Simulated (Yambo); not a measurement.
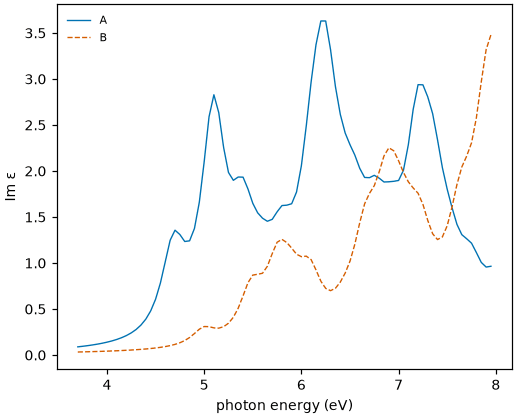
Two computed absorption spectra of Mg₃ZnO₄ (space group Pm-3m, No. 221) (Yambo, PBEsol bands with the same scissor, field along x)

Question: Which curve includes the electron-hole attraction (BSE)?

Answer: Curve A: the attraction moves weight to lower energy (centre of the plotted range 6.2 eV against 6.8 eV). Settings: 8×8×8 mesh, 9 valence and 1 conduction bands, static screening with 66 bands and a 3 Ry block, scissor 1.90 eV, Tamm-Dancoff. The scissor comes from a G0W0 run whose convergence isn't established. Broadening 0.15 eV. The band window holds all transitions up to 8.0 eV. On this mesh the peak heights and the fine structure are mesh artefacts; only the shift of weight is robust.

Geometry of the Materials Project entry, not relaxed at this level; primitive cell a = b = c = 4.280 Å, α = β = γ = 90.00°.

The structure is a Materials Project entry; no match was found in the copy of COD used, and its stability was not checked.

With a shallow 3d shell G0W0 needs far more bands and larger blocks than here, so the scissor is uncertain by tenths of an eV or more.
